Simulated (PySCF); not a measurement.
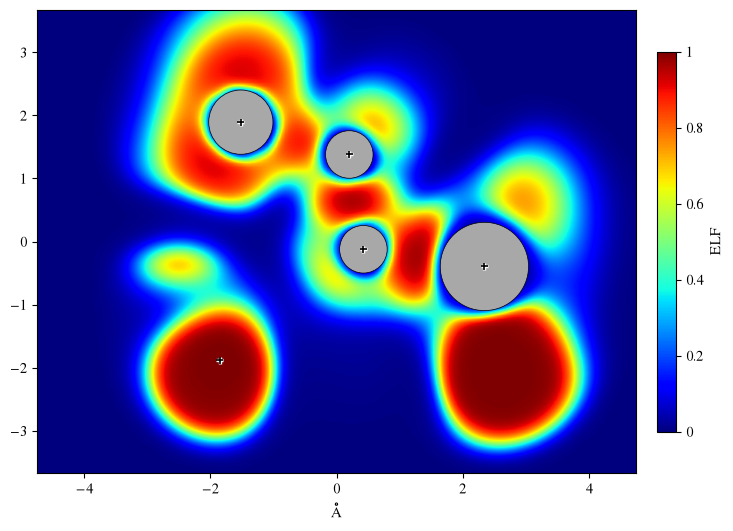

The electron localisation function on a plane through atoms (crosses mark nuclei in the plane; grey discs cover the cores).

All numbers below come from PBE0/pcSseg-1, SCF density, gas phase, non-relativistic in PySCF 2.14.0.

Candidates:
A. C6H14ClFSi
B. C5H10N2Si2 (SMILES [SiH3]N[SiH2]c1ccccn1)
C. CH10N3PSi2

> Which candidate gave the map?

Candidate A: C6H14ClFSi on the plane of atoms Si5, C4 and C8, which holds C, Si, Cl and H. C–C (1.52 Å): the ELF peaks at about 0.95 between the atoms, as expected for localised, covalent bonding. C–Cl (1.79 Å): the ELF peaks at about 0.90 between the atoms; a shared electron pair.
